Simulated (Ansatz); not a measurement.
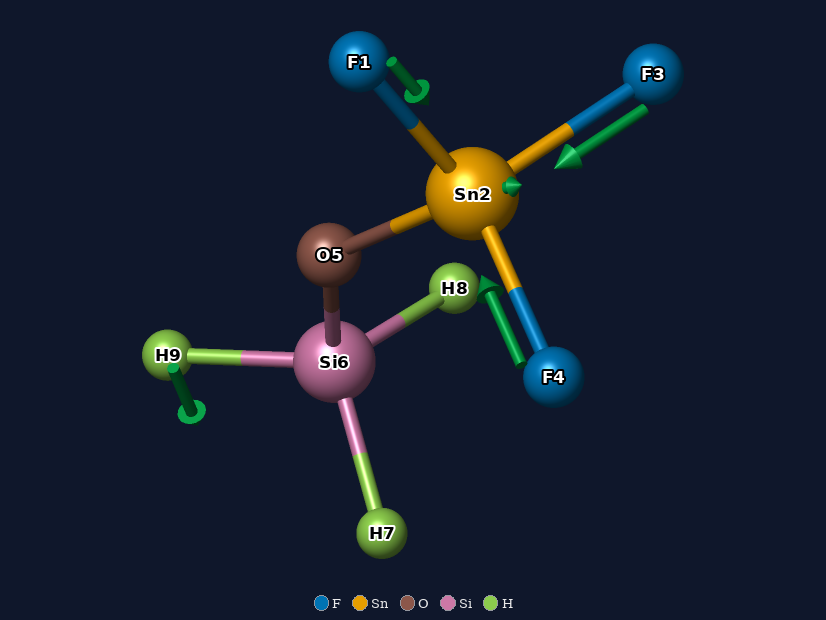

The arrows show one normal mode. Harmonic vibrations computed with RKS PBE0-D4/def2-TZVP, core potentials on Sn (Ansatz 0.2.0) at a stationary point of the same level. It is a saddle point of order 1.

What kind of motion is it?

Answer. Mostly in-phase stretching of 3 Sn–F bonds.

Estimate its harmonic wavenumber.

Answer. 657 cm⁻¹; it is mode 10 of 21 counted from the lowest.
